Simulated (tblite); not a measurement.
**C3H8NOSi: geometry relaxation (part 1 of 2)**

The run: geometry relaxation of C3H8NOSi, multiplicity 2. Method and program: GFN2-xTB geometry optimisation, gas phase (tblite 0.8.0).

It belongs to a series of runs on one base structure; here: H removed from sp2 C.

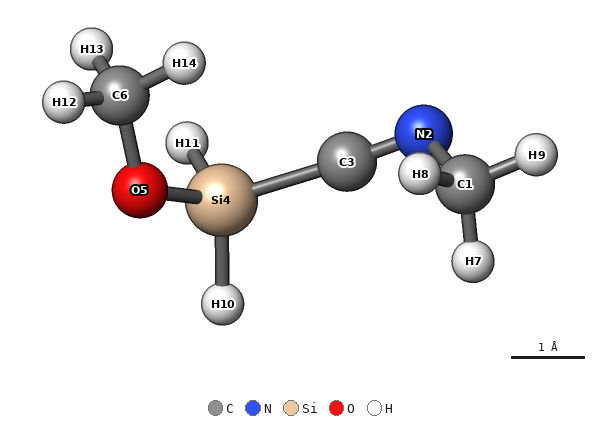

Figure 1. The input geometry (ball-and-stick view, seen at a tilt; atoms are numbered from 1 in the order of the input). Bond lengths as drawn: C–H 1.09 to 1.11 Å, C–N 1.17 to 1.48 Å, C–O 1.42 Å, C–Si 1.89 Å, H–Si 1.48 to 1.50 Å and O–Si 1.67 Å.

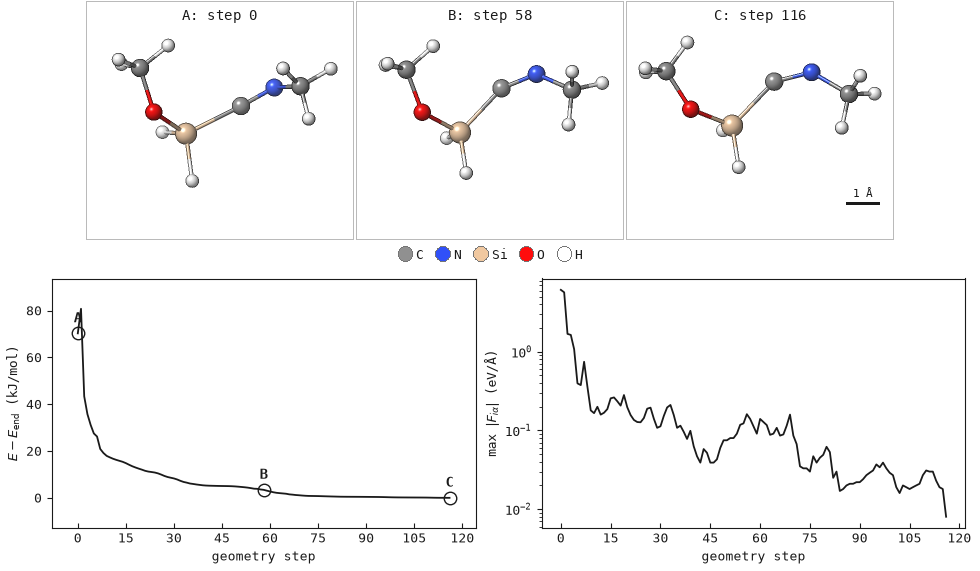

Figure 2. Frames of the relaxation (ball-and-stick view, seen at a tilt) above the curves, on which the letters mark them (steps are counted from 0).

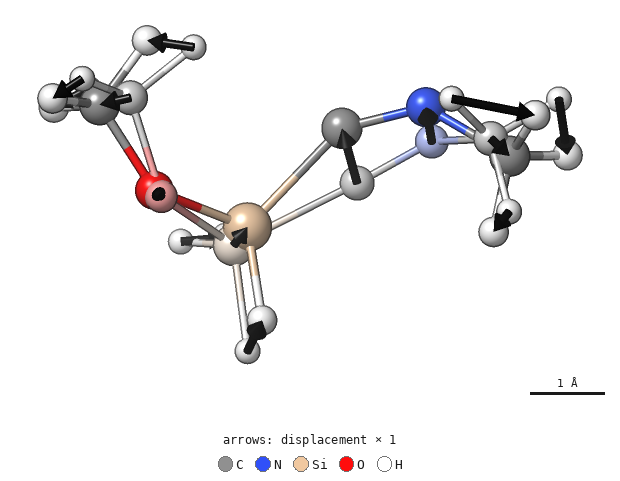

Figure 3. Start (faint) and end (solid) with the displacements as black arrows, at true length (ball-and-stick view, seen at a tilt). The two geometries are laid on each other by the best rigid fit. The energy falls by 70.3 kJ/mol in 116 geometry steps. The largest force component goes from 6.1 to 0.008 eV/Å. H8 moves most after the best rigid fit: 1.16 Å. By element the largest moves are H 1.16 Å, C 0.82 Å, N 0.80 Å, Si 0.33 Å, O 0.22 Å. Among the contacts that change: C1–N2 1.479 → 1.428 Å, Si4–O5 1.673 → 1.624 Å, N2–C3 1.172 → 1.210 Å, Si4–H10 1.498 → 1.461 Å. Among the angles that change: N2–C3–Si4 177.2° → 145.8°, C1–N2–C3 113.8° → 136.7°, C3–Si4–H10 109.7° → 122.3°. (Atoms are counted from 1 in the order of the input.)

These pictures come from the run below.

### Input
```
{"job": {"kind": "relax", "xc": "GFN2-xTB", "basis": "xTB"}, "charge": 0, "multiplicity": 2}
C      2.716000     0.138300    -0.114800
N      1.724600    -0.240000    -1.145300
C      0.715300    -0.642100    -0.705600
Si    -0.957000    -1.241000    -0.060600
O     -1.719000    -0.138100     0.940100
C     -2.111500     1.104800     0.364400
H      2.980500    -0.705700     0.518900
H      2.337800     0.962200     0.518300
H      3.623800     0.490000    -0.606600
H     -0.772600    -2.500900     0.729200
H     -1.874000    -1.558400    -1.182700
H     -2.617100     1.684600     1.144700
H     -2.815700     0.966000    -0.451000
H     -1.231700     1.679600     0.028800
```

The first line tells a small driver script what to run in tblite; the rest is the geometry in Å.

Launched with:
```bash
OMP_NUM_THREADS=1 python <driver script> task.json out
```

### The program's output
```
step      E/eV     max force
  0    -520.91406    6.629
  1    -520.80519    6.804
  2    -521.19306    2.468
  3    -521.27168    1.727
  4    -521.31920    1.153
  5    -521.35718    0.492
  6    -521.37082    0.545
  7    -521.42590    0.824
  8    -521.44383    0.393
  9    -521.45649    0.243
 10    -521.46322    0.236
 11    -521.46930    0.234
 12    -521.47422    0.194
 13    -521.47858    0.211
 14    -521.48283    0.245
 15    -521.48875    0.274
 16    -521.49584    0.272
 17    -521.50249    0.256
 18    -521.50796    0.220
 19    -521.51297    0.295
 20    -521.51756    0.221
 21    -521.52269    0.170
 22    -521.52603    0.147
 23    -521.52803    0.157
 24    -521.53023    0.161
 25    -521.53392    0.180
 26    -521.53924    0.219
 27    -521.54527    0.204
 28    -521.55005    0.147
 29    -521.55332    0.123
 30    -521.55647    0.156
 31    -521.56100    0.192
 32    -521.56695    0.212
 33    -521.57192    0.284
 34    -521.57510    0.187
 35    -521.57891    0.149
 36    -521.58092    0.116
 37    -521.58316    0.121
 38    -521.58502    0.095
 39    -521.58681    0.105
 40    -521.58792    0.076
 41    -521.58856    0.051
 42    -521.58897    0.046
 43    -521.58935    0.059
 44    -521.58968    0.057
 45    -521.58994    0.039
 46    -521.59015    0.045
 47    -521.59042    0.054
 48    -521.59089    0.077
 49    -521.59167    0.105
 50    -521.59279    0.100
 51    -521.59409    0.084
 52    -521.59545    0.086
 53    -521.59707    0.107
 54    -521.59930    0.163
 55    -521.60186    0.160
 56    -521.60246    0.198
 57    -521.60519    0.155
 58    -521.60691    0.115
 59    -521.61065    0.094
 60    -521.61419    0.177
 61    -521.61758    0.155
 62    -521.62006    0.146
 63    -521.62158    0.093
 64    -521.62288    0.103
 65    -521.62421    0.121
 66    -521.62692    0.102
 67    -521.62821    0.092
 68    -521.62983    0.125
 69    -521.63088    0.179
 70    -521.63210    0.114
 71    -521.63316    0.087
 72    -521.63384    0.043
 73    -521.63406    0.042
 74    -521.63429    0.038
 75    -521.63456    0.033
 76    -521.63497    0.047
 77    -521.63540    0.049
 78    -521.63583    0.054
 79    -521.63622    0.057
 80    -521.63660    0.072
 81    -521.63698    0.066
 82    -521.63733    0.036
 83    -521.63748    0.032
 84    -521.63759    0.024
 85    -521.63767    0.019
 86    -521.63774    0.024
 87    -521.63781    0.024
 88    -521.63789    0.023
 89    -521.63800    0.026
 90    -521.63812    0.024
 91    -521.63825    0.027
 92    -521.63836    0.029
 93    -521.63848    0.032
 94    -521.63865    0.036
 95    -521.63891    0.043
 96    -521.63925    0.041
 97    -521.63965    0.047
 98    -521.64000    0.043
 99    -521.64025    0.033
100    -521.64042    0.036
101    -521.64053    0.026
102    -521.64062    0.022
103    -521.64070    0.023
104    -521.64079    0.022
105    -521.64087    0.019
106    -521.64093    0.019
107    -521.64099    0.023
108    -521.64107    0.023
109    -521.64122    0.031
110    -521.64148    0.039
111    -521.64179    0.036
112    -521.64203    0.032
113    -521.64217    0.024
114    -521.64223    0.023
115    -521.64228    0.018
116    -521.64231    0.009
```

### Trajectory as extended XYZ (Å, eV, eV/Å), 16 of the 117 frames kept, from step=0 to step=116
```
14
Properties=species:S:1:pos:R:3:forces:R:3 step=0 energy=-520.91406
C     2.7160    0.1383   -0.1148    1.0720   0.8200  -0.2750
N     1.7246   -0.2400   -1.1453    3.8840   1.5390   0.0090
C     0.7153   -0.6421   -0.7056   -6.1320  -2.1700   1.2770
Si   -0.9570   -1.2410   -0.0606    0.6260  -0.2090   0.1350
O    -1.7190   -0.1381    0.9401    0.4430   0.1400  -1.3710
C    -2.1115    1.1048    0.3644    0.2450  -0.1370   0.8560
H     2.9805   -0.7057    0.5189   -0.1460  -0.0530  -0.0190
H     2.3378    0.9622    0.5183    0.0420  -0.4230  -0.2920
H     3.6238    0.4900   -0.6066    0.0430   0.0150  -0.0780
H    -0.7726   -2.5009    0.7292   -0.0350   0.7550  -0.1250
H    -1.8740   -1.5584   -1.1827    0.0890   0.1830   0.0920
H    -2.6171    1.6846    1.1447    0.0930  -0.1110  -0.0100
H    -2.8157    0.9660   -0.4510    0.0870  -0.0880  -0.1870
H    -1.2317    1.6796    0.0288   -0.3100  -0.2610  -0.0120
14
Properties=species:S:1:pos:R:3:forces:R:3 step=8 energy=-521.44383
C     2.7607    0.1526   -0.0776   -0.1930  -0.0500  -0.0810
N     1.6895   -0.2194   -0.9706   -0.0730   0.1020  -0.1040
C     0.5680   -0.6737   -0.8697    0.3590   0.1250  -0.0980
Si   -0.9876   -1.3005   -0.0973    0.1230  -0.0280   0.1850
O    -1.6632   -0.1400    0.8441    0.0390  -0.0770  -0.1590
C    -2.1023    1.0982    0.3729    0.0640  -0.0860   0.0290
H     3.0429   -0.6956    0.5527    0.0340   0.1360   0.0060
H     2.4038    0.9811    0.5414    0.1780  -0.0930   0.0580
H     3.6206    0.4874   -0.6748   -0.2870  -0.1560   0.1190
H    -0.7855   -2.4215    0.8249   -0.1650   0.2030  -0.0110
H    -1.8993   -1.5532   -1.2201   -0.0330  -0.1240  -0.0140
H    -2.5949    1.6192    1.1980    0.0210  -0.0290  -0.1030
H    -2.7997    0.9729   -0.4626   -0.0110   0.0490   0.1140
H    -1.2536    1.6921    0.0166   -0.0550   0.0300   0.0590
14
Properties=species:S:1:pos:R:3:forces:R:3 step=15 energy=-521.48875
C     2.7445    0.1480   -0.0710    0.0070  -0.0080   0.0070
N     1.6680   -0.1570   -0.9667    0.0800   0.1110   0.0020
C     0.5682   -0.6609   -0.9445    0.0960   0.1230  -0.0700
Si   -0.9534   -1.3160   -0.1295   -0.0920  -0.0340   0.2560
O    -1.6291   -0.1526    0.7943   -0.0090   0.0890   0.0500
C    -2.0907    1.0882    0.3732    0.0010   0.0400  -0.0200
H     3.0369   -0.6917    0.5655   -0.0900  -0.0830  -0.1000
H     2.4515    0.9742    0.5816   -0.0010   0.0100  -0.0790
H     3.5901    0.4559   -0.6893    0.0120  -0.0070   0.1020
H    -0.8526   -2.3552    0.8835    0.0090  -0.0500   0.0780
H    -1.8807   -1.6171   -1.2127   -0.0630  -0.1560  -0.2160
H    -2.5853    1.5897    1.2072    0.0370  -0.0730   0.0560
H    -2.8091    0.9842   -0.4443    0.0170   0.0010  -0.0340
H    -1.2590    1.7098    0.0306   -0.0050   0.0370  -0.0320
14
Properties=species:S:1:pos:R:3:forces:R:3 step=23 energy=-521.52803
C     2.7274    0.1407   -0.0782    0.0130  -0.0130   0.0300
N     1.6340   -0.0541   -0.9820    0.0110   0.0700   0.0100
C     0.5433   -0.5789   -0.9830    0.0070   0.0520  -0.0030
Si   -0.9285   -1.3347   -0.1267   -0.0010   0.0040   0.0700
O    -1.5962   -0.1420    0.7605   -0.0320   0.0160   0.0070
C    -2.0789    1.0989    0.3724   -0.0160   0.0130  -0.0330
H     2.9395   -0.7538    0.5114   -0.0380  -0.0180   0.0530
H     2.4790    0.9675    0.5894   -0.0280  -0.0420   0.0580
H     3.6184    0.4247   -0.6398   -0.0690  -0.0680  -0.1230
H    -0.9015   -2.3139    0.9607    0.1280   0.0060  -0.0280
H    -1.7952   -1.7627   -1.2305    0.0250  -0.0190  -0.0300
H    -2.5663    1.5568    1.2355    0.0090   0.0160  -0.0170
H    -2.8040    1.0000   -0.4385   -0.0490   0.0020  -0.0190
H    -1.2717    1.7511    0.0267    0.0410  -0.0180   0.0250
14
Properties=species:S:1:pos:R:3:forces:R:3 step=31 energy=-521.56100
C     2.6850    0.1064   -0.0722    0.0320   0.0170   0.0420
N     1.5655    0.0884   -0.9477   -0.0360   0.0390  -0.1530
C     0.4723   -0.4216   -1.0010   -0.0600   0.0000  -0.0480
Si   -0.8898   -1.3262   -0.1158   -0.0380  -0.0640   0.0510
O    -1.6286   -0.1460    0.7297   -0.0730  -0.1050   0.0620
C    -2.0834    1.1119    0.3574   -0.0070  -0.0480  -0.0010
H     2.8010   -0.8253    0.4817    0.0170  -0.1440   0.0290
H     2.5276    0.9144    0.6382    0.0960   0.1380   0.0920
H     3.5732    0.3118   -0.6644    0.1160   0.0090   0.0050
H    -0.7436   -2.2697    1.0033    0.0260   0.1350  -0.1040
H    -1.6465   -1.9034   -1.2352   -0.0500   0.0320   0.0810
H    -2.5522    1.5681    1.2304   -0.0290   0.0270   0.0160
H    -2.8169    1.0384   -0.4468   -0.0570   0.0060  -0.0510
H    -1.2643    1.7522    0.0202    0.0630  -0.0420  -0.0200
14
Properties=species:S:1:pos:R:3:forces:R:3 step=39 energy=-521.58681
C     2.6744    0.0893   -0.0671    0.0050   0.0010  -0.0090
N     1.5456    0.1690   -0.9422   -0.0220  -0.0010   0.0360
C     0.4364   -0.3126   -1.0055    0.0530   0.0630   0.0460
Si   -0.8795   -1.2906   -0.1117    0.0340  -0.0990   0.0110
O    -1.7228   -0.1842    0.7359    0.0220  -0.0710  -0.0110
C    -2.1058    1.0943    0.3466    0.0010  -0.0090   0.0160
H     2.7191   -0.8705    0.4557   -0.0020   0.0020   0.0200
H     2.6053    0.8959    0.6666   -0.0220  -0.0320  -0.0410
H     3.5794    0.2379   -0.6555    0.0060  -0.0230  -0.0290
H    -0.5926   -2.2103    0.9919   -0.0220   0.0630  -0.0170
H    -1.6305   -1.9368   -1.1944    0.0050   0.0590   0.0170
H    -2.5535    1.5910    1.2067   -0.0510   0.0140   0.0560
H    -2.8356    1.0538   -0.4645   -0.0160   0.0110  -0.0320
H    -1.2406    1.6732    0.0154    0.0090   0.0210  -0.0620
```
